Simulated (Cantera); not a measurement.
Input: 1 mol trisilylamine, 10 mol NH3, 0.18 mol H2, at 1.33 mbar.

Method: chemical equilibrium by Gibbs-energy minimisation in Cantera with the NASA 1993 tables (ideal gas, pure condensed phases). Candidate condensed phases: Si, Si3N4; 18 gas species. The feed counts by its element totals alone. The tables' values for SiN are old estimates; treat these amounts as uncertain. Gases not in the tables: Si2H6 and higher silanes. Kinetics and transport are ignored.

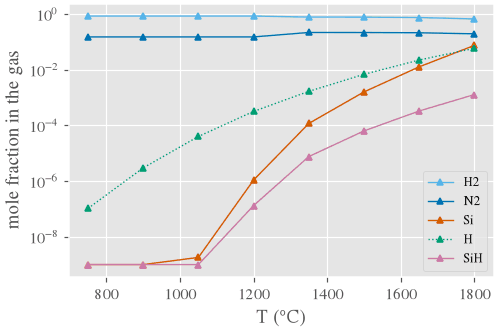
*Equilibrium gas composition (values under 1e-9 drawn at 1e-9)*

From 750 °C to 1200 °C the condensed part is Si3N4(s). At 1350 °C the condensed part is Si(s). From 1500 °C to 1800 °C the condensed part is Si(l).
